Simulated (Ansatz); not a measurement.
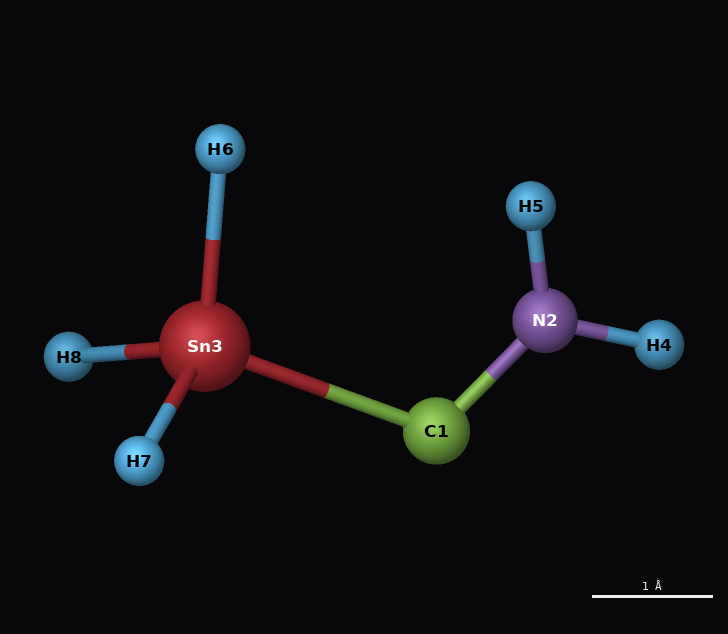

The atoms are numbered. Computed geometry: PBE0-D4/def2-TZVP optimisation. No frequency run is at hand to confirm it as a minimum.

Give the bond lengths.

| bond | length (Å) |
| --- | --- |
| C1–N2 | 1.298 |
| C1–Sn3 | 2.172 |
| N2–H4 | 1.017 |
| N2–H5 | 1.024 |
| Sn3–H6 | 1.732 |
| Sn3–H7 | 1.706 |
| Sn3–H8 | 1.706 |
